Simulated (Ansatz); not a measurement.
# SrPdN (built on the sites of a database entry of BaAsPd): following an unstable mode, part 3 of 3

Aim: this structure of SrPdN (built on the sites of a database entry of BaAsPd) is to be tested for unstable modes, and one is followed downhill.

Ansatz 0.2.0; DFT PBE+D3(BJ), scalar-relativistic, plane waves, PAW.

So far. Step 4 (The mode frozen in, largest atomic shift 0.22 Å): The run ends at a pressure of -0.05 GPa, with forces up to 0.088 eV/Å. Step 5 (Energy along the mode, all amplitudes (two of the runs …): The lowest of the steps tried is at 0.22 Å, 1.30 meV/atom below the parent; the bottom of the well need not coincide with a step.

The structure was built from a prototype and need not be the compound's stable phase.

### 7. The new phase in its own primitive cell

The relaxed structure is symmetrised, reduced to its primitive cell and relaxed tightly, as its phonons need.

System of this step: SrPdN (built on the sites of a database entry of BaAsPd). The structure is orthorhombic, space group Amm2 (No. 38). The conventional cell has a = 4.117 Å, b = 3.284 Å, c = 7.372 Å, α = 90.00°, β = 90.00°, γ = 90.00°. Nearest to Sr lie 4 N at 2.70 Å. N has 3 Pd at 2.18 to 2.23 Å and 4 Sr at 2.70 Å nearest. Pd has 3 N at 2.18 to 2.23 Å nearest. Farther neighbours and most contacts between anions are not listed.

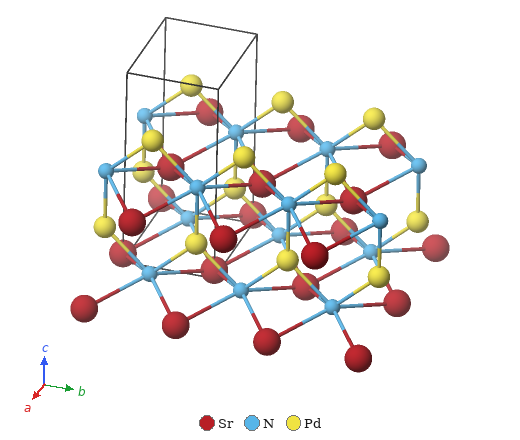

The cell of this step (strontium red, nitrogen blue, palladium yellow). 2×3×1 conventional cells are drawn. Some periodic images of atoms are drawn too.

input.yaml

```yaml
crystal:
  lattice:
    - [4.1169567549, 0.0, 0.0]
    - [0.0, 1.6420147703, 3.6858790146]
    - [0.0, -1.6420147703, 3.6858790146]
  atoms:
    - { symbol: Sr, position: [0.0, 0.043952953, 0.043952953] }
    - { symbol: "N", position: [0.5, 0.6258085697, 0.6258085697] }
    - { symbol: Pd, position: [0.5, 0.3302384772, 0.3302384772] }
kpoints:
  mp_grid: { grid: [10, 14, 14] }
hamiltonian:
  xc: pbe
  dispersion: d3bj
scf:
  occupations: { method: methfessel_paxton, width: 0.2 }
output:
  forces: true
  stress: true
  eigenvalues: true
relax:
  adjacent_minimum: "off"
  f_tol: 0.001
  max_steps: 60
  cell: { stress_tol: 0.01 }
```

Started as:

```console
> ansatz run input.yaml --threads 8 --pin off --max-ram 14336MiB --backend cpu --events-out ev --progress --plain --runs-dir out
```

Numbers of over 12 decimals in the logs are rounded to 6 here.

Log:

```text
[...]
Crystal: 3 atoms, lattice volume = 49.834 Å³
Basis set: ecut = 420 eV, 993 PW (Γ), exchange–correlation on 60×54×54 points (8 copies of the dense FFT grid, shifted against one another)
Bands: 21, of which v1, the nominal top of the filled ones, is band 17 counted from 1 (16 counted from 0)
Symmetry: 4 space group operations
[...]
k-points: 342 of 1960 (time reversal used)
[...]
--- Relaxed structure (8 steps of the walk, 7 accepted, 2 SCFs on fresh bases) ---
[...]
cell:  # Å, volume = 49.8445 Å³
    - [4.115899, 0.0, 0.0]
    - [0.0, 1.643187, 3.684982]
    - [0.0, -1.643187, 3.684982]
  atoms:
    - { symbol: Sr, position: [0.0, 0.043837, 0.043837] }
    - { symbol: N, position: [0.5, 0.626072, 0.626072] }
    - { symbol: Pd, position: [0.5, 0.330091, 0.330091] }
[key lines of the parts left out:]
SCF converged after 8 iterations
Free energy (F): -10902.403926 eV
Fermi energy:    12.917802 eV
P = ⅓ Tr σ = -0.0015 GPa (-0.015 kbar)
```

Run time: 42 s. Hardware: 8 threads of Arm Neoverse V2, shared host; peak memory 0.75 GiB.

Little changed from the start: no atom moved by 0.005 Å and no cell edge by 0.1 %.

This step gave:

* pressure: -0.001527 GPa

The largest force component left is 0.15 meV/Å and the pressure is -0.002 GPa, within the tolerances set. The cell now holds 16.61 Å³/atom.

### 8. Modes of the new phase, k-mesh 10×14×14

A relaxed structure may still be a saddle point, so its zone-centre modes are computed. No field response is asked, since the mesh shows no gap.

input.yaml, the sections that differ from step 7:

```yaml
crystal:
  lattice:
    - [4.1158991924, 0.0, 0.0]
    - [0.0, 1.6431867337, 3.6849815829]
    - [0.0, -1.6431867337, 3.6849815829]
  atoms:
    - { symbol: Sr, position: [0.0, 0.043836555, 0.043836555] }
    - { symbol: "N", position: [0.5, 0.6260722456, 0.6260722456] }
    - { symbol: Pd, position: [0.5, 0.3300911993, 0.3300911993] }
output:
  eigenvalues: true
phonons:
  method: dfpt
# kpoints, hamiltonian, scf: as in step 7
# relax: removed
```

Log:

```text
zone centre: on kpoints.mp_grid the ground state, and the responses unless they are solved on pairs of k-points, stand on 342 of the mesh's 1960 k-points, reduced under 4 symmetry operations, with k and −k counted as one. Each operation leaves every solved displacement unchanged or reverses it
[...]
Crystal: 3 atoms, lattice volume = 49.844 Å³
Basis set: ecut = 420 eV, 993 PW (Γ), exchange–correlation on 60×54×54 points (8 copies of the dense FFT grid, shifted against one another)
Bands: 21, of which v1, the nominal top of the filled ones, is band 17 counted from 1 (16 counted from 0)
Symmetry: 4 space group operations
k-points: 342 of 1960 (time reversal used)
[...]
SCF iter   1: F=—  HF=-10902.407331 eV  |F-HF|=—  |Δ(HF+E_count)|=         —  Δρ=6.98e-3  dr2=4.15e-2  ethr=1.77e-3  ⟨swp⟩=6.4  Hψ=38849  notcnv=0
[...]
SCF iter  11: F=-10902.403926 eV  HF=-10902.403926 eV  |F-HF|=1.82e-12  |Δ(HF+E_count)|=  2.00e-11  S|Δr|=    0.00e0  Δρ=7.29e-8  dr2=3.16e-12  ethr=1.00e-12  ⟨swp⟩=6.4  Hψ=33961  notcnv=0
[...]
SCF 1 converged in 11 iterations: F = -10902.403926 eV  dr2 = 3.16e-12
[...]
DFPT response loops at Γ: preconditioner auto → Kerker (q_TF=auto, 2.547 Å⁻¹) (partly filled bands, converged f_vac=0.000); β = 1.00, the filter's whole step (`scf.mixing.beta` (0.50) is not read by the response loops under this deck's `scf.mixing.preconditioner`; to damp them name `kerker` or `kerker_dos`, under which they read `scf.mixing.beta`, and type it under 1.00, their step now; both keys bind the ground state too); Broyden in place of MSR1
SCF converged after 11 iterations
[...]
Free energy (F): -10902.403926 eV
[...]
Internal energy: -10902.407152 eV  (E = F + TS)
E sigma→0 (E₀):  -10902.404732 eV
Entropy (-TS):   0.003226 eV (1.075 meV/atom)
Fermi energy:    12.917801 eV
[...]
--- Band table (eV; the first three rows and the last of 342) ---
  k-point 0: bands = [... 13 lower, 10.7018, 11.4960, 12.6483, 13.6730, 14.7030, 15.3924, 17.9435, 18.7623]
  k-point 1: bands = [... 13 lower, 10.6187, 11.4955, 12.6792, 13.6045, 14.7115, 15.5676, 18.0084, 18.5048]
  k-point 2: bands = [... 13 lower, 10.3990, 11.5173, 12.5459, 13.5705, 14.7885, 16.0699, 17.7747, 18.3843]
  k-point 341: bands = [... 13 lower, 10.6303, 10.6629, 12.1335, 12.3938, 14.3707, 17.0425, 17.3123, 20.7655]
--- Phonons (Γ-DFPT): 9 representative perturbations + reference, on 342 of 1960 k-points (Σ response iterations 30) ---
  k mesh reduced under 4 symmetry operations, with k and −k counted as one. Each operation leaves every solved displacement unchanged or reverses it
  ASR residual: 5.749e-5 → 0.000e0 eV/Å²; symmetrization residual: 8.782e-6 eV/Å²
[...]
ASR residual per site (eV/Å²): 5.75e-5 7.15e-6 2.96e-5
  Γ frequencies (cm⁻¹): 0.00 0.00 0.00 107.71 141.81 176.08 218.65 317.22 323.03
  non-analytic LO–TO correction: not included (Born effective charges unavailable; polar crystals: no LO–TO splitting at Γ)
```

Wall time 49 s (8 threads); peak memory 1.2 GiB.

Numbers from this step:

- sum-rule residual before enforcement: 5.75e-5 eV/Å²
- point group: mm2
- highest optical mode at the zone centre (no LO-TO term): 323.0 cm⁻¹
- lowest optical zone-centre mode: 107.7 cm⁻¹

Patterns of degenerate modes are one choice out of their space. Modes at Γ, with each element's share of the kinetic energy:

| mode | frequency (cm⁻¹) | symmetry | Sr % | N % | Pd % |
| --- | --- | --- | --- | --- | --- |
| 1 | 0.0 | acoustic | 42 | 7 | 51 |
| 2 | 0.0 | acoustic | 42 | 7 | 51 |
| 3 | 0.0 | acoustic | 42 | 7 | 51 |
| 4 | 107.7 | B2 | 55 | 0 | 45 |
| 5 | 141.8 | A1 | 58 | 8 | 35 |
| 6 | 176.1 | B1 | 41 | 10 | 49 |
| 7 | 218.7 | B1 | 17 | 83 | 0 |
| 8 | 317.2 | B2 | 3 | 93 | 4 |
| 9 | 323.0 | A1 | 0 | 86 | 14 |

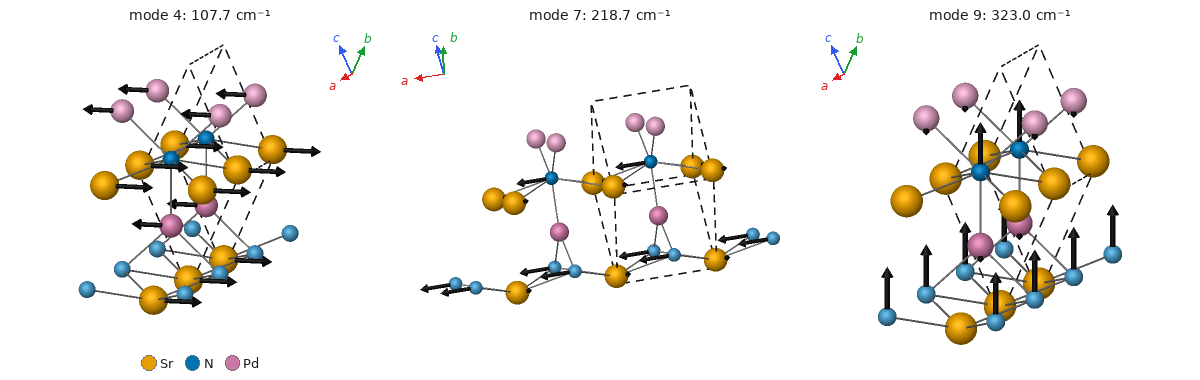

Displacement patterns of modes 4, 7 and 9 at Γ; arrows are exaggerated. 2×1×1 cells are drawn. Some periodic images of atoms are drawn too.

Before it was imposed, the acoustic sum rule was missed by 5.7e-5 eV/Å². Small misses are needed for a sound result but don't prove that mesh and cutoff are converged. The lowest optical mode is real, 108 cm⁻¹.

### 9. The phases reached

The phases reached along the modes that were followed are set side by side.

Energies are those of the first relaxation, on the mesh of the frozen mode; space group, volume and gap are those of the last relaxation. Phases, by row:

| mode frozen in | space group | energy from parent (meV/atom) | volume (Å³/atom) | gap on mesh (eV) | lowest zone-centre optical mode (cm⁻¹) | largest shift (Å) |
| --- | --- | --- | --- | --- | --- | --- |
| parent | P-6m2 | 0 | 16.67 | 0 | – | – |
| q = (0.333, 0.333, 0), 129i cm⁻¹ | P321 | -7.62 | 16.74 | 0 | – | 0.397 |
| q = (0, 0.333, 0), 103i cm⁻¹ | Amm2 | -24.44 | 16.61 | 0 | 107.7 | 0.324 |

### 10. Summary of results

```yaml
unstable_mode_of_the_parent: q = (0, 0.333, 0), 103i cm⁻¹
depth_at_the_lowest_point_sampled: 1.30 meV/atom
largest_atomic_shift_at_that_point: 0.22 Å
space_group_reached_within_0p01_a: Amm2
energy_gained_over_the_parent_first_relaxation_on_the_mesh_of_the_frozen_mode: 24.4 meV/atom
volume_per_atom_phase_reached: 16.6 Å³
lowest_optical_zone_centre_mode_phase_reached: 108 cm⁻¹
highest_optical_mode_at_the_zone_centre_no_lo_to_term_phase_reached: 323 cm⁻¹
```

From this start the structure relaxes into Amm2, 24.4 meV/atom below the parent. At the parent's cell the well is 1.296 meV/atom deep on the steps tried, with its lowest point at a shift of 0.22 Å. Relaxing atoms and cell changes the gain by +23.14 meV/atom against the lowest step (energies at zero smearing). Most of the total comes from this relaxation. The frozen pattern makes up only 0 % of the final shifts of the atoms, so other modes or strain give most of the change. The cell went back to the size of the parent's, so the frozen mode vanished in the relaxation, and the gain comes from strain and zone-centre shifts. The new phase has no imaginary mode at the zone centre of its cell; other wavevectors were not checked. Of the 2 patterns followed to their end from this parent, this one reaches the lowest energy. Each path keeps the symmetry of its pattern, so a lower phase may lie along a pattern not tried. With no gap, or one that is small against the smearing, the frequencies hang on the k mesh and the smearing, most of all near Kohn anomalies. The phonon runs are without spin polarisation, although the cell has an odd electron count. A phonon run warned that its eigensolver left some bands unconverged in a pass. In the phonons the program treats the change of the C6 weights of the dispersion term with coordination only in part. The starting cell was built on a prototype and not taken from a measurement, so the phase need not exist.

[Logs are printed without paths, hosts, clocks, repeated set-up lines and the standing remarks that a program may print on its own settings, such as how far it seeks lower states.]

[Hosts, paths, dates, database ids (printed as entryN), source tags and the programs' standing remarks are cut or masked in the printed files.]
